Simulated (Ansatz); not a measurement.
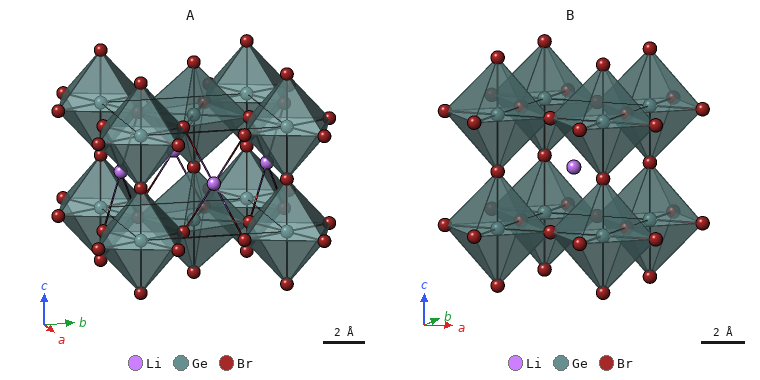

Two structures of LiGeBr3, each relaxed to rest (conventional cells in solid outline, small ones repeated, not to one scale). Method: Ansatz 0.2.0, DFT PBE, scalar-relativistic, plane waves, PAW, without spin polarisation.

### Which two forms are compared?

A: 10 atoms a cell on a primitive tetragonal lattice, P4/mbm. B: cubic perovskite, Pm-3m.

### What is the energy order of the two?

A is lower, by 81 meV/atom at this level of theory (energies at zero smearing). Volumes: A 30.7, B 33.0 Å³/atom.

One or both may be structure types tried for this composition rather than known phases.
